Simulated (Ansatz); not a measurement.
# CH6GaN (SMILES [CH3][GaH][NH2]): B2PLYP/6-31G(d) (spherical functions)

What is the electronic atomisation energy of CH6GaN at B2PLYP/6-31G* (spherical functions)? 

Program for the calculation: Ansatz 0.2.0.

65 further runs of the same task are left out: 1 that didn't finish, 64 set aside as unsound or not needed.

## 1. Starting point

The species is CH6GaN (9 atoms), meant as a singlet with charge 0. As SMILES, `[CH3][GaH][NH2]`. Geometry: relaxed at PBE0-D4/def2-TZVP.

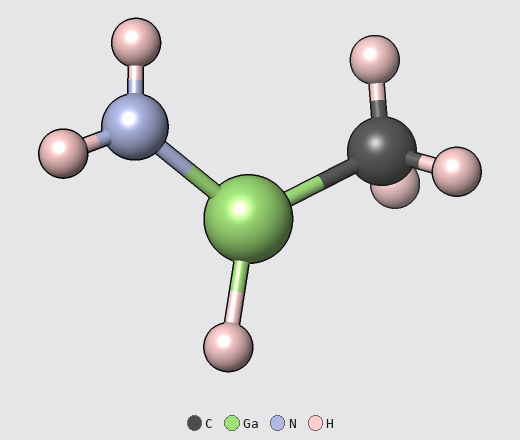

Viewed from a chosen angle; carbon dark grey, gallium green, nitrogen light blue, hydrogen pink.

## 2. A single-point energy at B2PLYP/6-31G(d) (spherical functions)

File molecule.yaml:

```yaml
crystal:
  periodic: [false, false, false]
  atoms:
    - {symbol: C, position_ang: [-0.279100, 0.944700, -1.124800]}
    - {symbol: Ga, position_ang: [0.513400, -0.531900, -0.104400]}
    - {symbol: "N", position_ang: [-0.068200, -0.807600, 1.596800]}
    - {symbol: H, position_ang: [-0.756000, 0.568300, -2.033100]}
    - {symbol: H, position_ang: [0.493400, 1.652200, -1.435600]}
    - {symbol: H, position_ang: [-1.026300, 1.483500, -0.540100]}
    - {symbol: H, position_ang: [1.617900, -1.521300, -0.608700]}
    - {symbol: H, position_ang: [0.276500, -1.536600, 2.197700]}
    - {symbol: H, position_ang: [-0.771600, -0.251300, 2.052200]}
basis:
  gaussian: {orbitals: 6-31G_st_-spherical.json}
output: {orbitals: {seedname: orbitals}}
accuracy: high
correlation: {frozen_orbitals: {C: 1, Ga: 9, H: 0, "N": 1}}
hamiltonian: {xc: {name: B2PLYP}}
```

The basis set 6-31G* is read from a file made from the Basis Set Exchange's data (not shown).

On the command line:

```sh
$ ansatz run molecule.yaml --threads 1 --pin off --max-ram 3480MiB --events-out events.jsonl --progress --plain --runs-dir runs
```

What it wrote:

```text
Warning: RAYON_NUM_THREADS=1 ignored (pool sized by the plan → 1); use --threads N
Functional definition: B2PLYP
  name "B2PLYP"
  parameter a = 0.53
  parameter c = 0.27
  exchange = (1 - a)*b88_x + a*exact_x
  correlation = (1 - c)*lyp_c + c*(mp2_os + mp2_ss)
1652 factors; integrals over basis functions are off by at most 4.7e-9 eV
mean field evaluation 1: about -54971.2514 eV, gradient 5.4e1 eV
mean field evaluation 2: about -54971.2977 eV, gradient 5.4e1 eV
mean field evaluation 4: about -54977.3643 eV, gradient 7.2e0 eV
mean field evaluation 8: about -54977.4906 eV, gradient 2.1e-1 eV
mean field evaluation 16: about -54977.4908 eV, gradient 2.6e-5 eV
mean field -54977.49076314 eV, -2020.3855204638 hartree, gradient 6.4e-8 eV, S^2 0.000000; 0 other end points of the search recorded, 0 dependent functions left out
11 core orbitals not correlated: weight in the atoms' cores, before any rotation towards them, 1.000 or more for the frozen orbitals, at most 0.000 for the correlated occupied ones
reference -54977.49078960 eV, -2020.3855214360 hartree; 14, 14 occupied and 47, 47 virtual orbitals, 1652 factors
second order -17.94753925 eV of doubles, -0.00000000 eV of singles
Total energy: -54982.33662519 eV, -2020.5636026095 hartree
```

Run time: 9.9 s. Hardware: 1 thread of Arm Neoverse V1, shared host; peak memory 0.23 GiB.

## 3. The C atom, same level

File job.yaml:

```yaml
crystal:
  periodic: [false, false, false]
  atoms:
    - {symbol: C, position_ang: [0.000000, 0.000000, 0.000000]}
basis:
  gaussian:
    orbitals: 6-31G_st_-spherical.json
total_charge: 0
magnetization:
  spin_polarized: true
  initial_magnetization: 2
hamiltonian:
  xc: {name: B2PLYP}
correlation:
  frozen_orbitals: {C: 1}
accuracy: high
```

The basis set 6-31G* is read from a file made from the Basis Set Exchange's data (not shown).

On the command line:

```sh
$ ansatz run job.yaml --threads 1 --pin off --max-ram 3480MiB --events-out events.jsonl --progress --plain --runs-dir runs
```

What it wrote:

```text
Warning: RAYON_NUM_THREADS=1 ignored (pool sized by the plan → 1); use --threads N
Functional definition: B2PLYP
  name "B2PLYP"
  parameter a = 0.53
  parameter c = 0.27
  exchange = (1 - a)*b88_x + a*exact_x
  correlation = (1 - c)*lyp_c + c*(mp2_os + mp2_ss)
96 factors; integrals over basis functions are off by at most 1.1e-9 eV
mean field evaluation 1: about -1028.2752 eV, gradient 3.8e0 eV
mean field evaluation 2: about -1028.2754 eV, gradient 3.8e0 eV
mean field evaluation 4: about -1028.3670 eV, gradient 3.4e-2 eV
mean field evaluation 8: about -1028.3670 eV, gradient 8.3e-6 eV
mean field -1028.36695059 eV, -37.7917883820 hartree, gradient 8.5e-8 eV, S^2 2.002846; 0 other end points of the search recorded, 0 dependent functions left out
1 core orbitals not correlated: weight in the atoms' cores, before any rotation towards them, 1.000 or more for the frozen orbitals, at most 0.000 for the correlated occupied ones
reference -1028.36696200 eV, -37.7917888015 hartree; 3, 1 occupied and 10, 12 virtual orbitals, 96 factors
second order -1.70518574 eV of doubles, -0.00000000 eV of singles
Total energy: -1028.82736216 eV, -37.8087081950 hartree
```

Run time: 0.32 s. Hardware: 1 thread of Arm Neoverse V1, shared host.

## 4. The Ga atom at the same level

File job.yaml:

```yaml
crystal:
  periodic: [false, false, false]
  atoms:
    - {symbol: Ga, position_ang: [0.000000, 0.000000, 0.000000]}
basis:
  gaussian: {orbitals: 6-31G_st_-spherical.json}
magnetization: {spin_polarized: true, initial_magnetization: 1}
correlation: {frozen_orbitals: {Ga: 9}}
accuracy: high
total_charge: 0
hamiltonian: {xc: {name: B2PLYP}}
```

The basis set 6-31G* is read from a file made from the Basis Set Exchange's data (not shown).

On the command line:

```sh
$ ansatz run job.yaml --threads 1 --pin off --max-ram 3480MiB --events-out events.jsonl --progress --plain --runs-dir runs
```

What it wrote, cut to the lines that bear on the results:

```text
Warning: RAYON_NUM_THREADS=1 ignored (pool sized by the plan → 1); use --threads N
Functional definition: B2PLYP
  name "B2PLYP"
[...]
306 factors; integrals over basis functions are off by at most 3.0e-9 eV
[...]
mean field -52357.62653165 eV, -1924.1072857642 hartree, gradient 1.5e-8 eV, S^2 0.753474; 0 other end points of the search recorded, 0 dependent functions left out
9 core orbitals not correlated: weight in the atoms' cores, before any rotation towards them, 1.000 or more for the frozen orbitals, at most 0.000 for the correlated occupied ones
reference -52357.62654574 eV, -1924.1072862819 hartree; 7, 6 occupied and 16, 17 virtual orbitals, 306 factors
second order -6.85436228 eV of doubles, -0.00000000 eV of singles
Total energy: -52359.47722355 eV, -1924.1752974372 hartree
```

It took 1.9 s on 1 thread of Arm Neoverse V1, shared host; peak memory 0.1 GiB.

## 5. The H atom

File in.yaml:

```yaml
basis:
  gaussian: {orbitals: "6-31G*"}
crystal:
  periodic: [false, false, false]
  atoms:
    - {symbol: H, position_ang: [0.000000, 0.000000, 0.000000]}
magnetization: {spin_polarized: true, initial_magnetization: 1}
hamiltonian: {xc: {name: B2PLYP}}
correlation: {frozen_orbitals: {H: 0}}
accuracy: high
```

Run the same way, it converges to -0.49692 Eh (log not shown).

## 6. The N atom at the same level

File run.yaml:

```yaml
crystal:
  periodic: [false, false, false]
  atoms:
    - {symbol: N, position_ang: [0.000000, 0.000000, 0.000000]}
basis:
  gaussian: {orbitals: 6-31G_st_-spherical.json}
hamiltonian: {xc: {name: B2PLYP}}
magnetization: {spin_polarized: true, initial_magnetization: 3}
correlation: {frozen_orbitals: {"N": 1}}
accuracy: high
```

The basis set 6-31G* is read from a file made from the Basis Set Exchange's data (not shown).

Run the same way, it converges to -54.54240 Eh (log not shown).

## 7. Outcome

Level: B2PLYP/6-31G* (spherical functions), 11 core orbitals frozen.

| quantity | value |
| --- | --- |
| molecule: total energy | -2020.56360 Eh |
| molecule: HOMO energy (SCF part's orbitals) | -8.15 eV |
| molecule: LUMO energy (SCF part's orbitals) | 0.84 eV |
| molecule: HOMO–LUMO gap (SCF part's orbitals) | 9.00 eV |
| C atom: total energy | -37.80871 Eh |
| C atom: ⟨S²⟩ | 2.003 |
| Ga atom: total energy | -1924.17530 Eh |
| Ga atom: ⟨S²⟩ | 0.753 |
| H atom: total energy | -0.49692 Eh |
| H atom: ⟨S²⟩ | 0.750 |
| N atom: total energy | -54.54240 Eh |
| N atom: ⟨S²⟩ | 3.753 |
| electronic atomisation energy | 28.727 eV |

In words: Taking the molecule apart into free atoms costs 28.73 eV (2772 kJ/mol), before zero-point energy and without spin-orbit coupling.
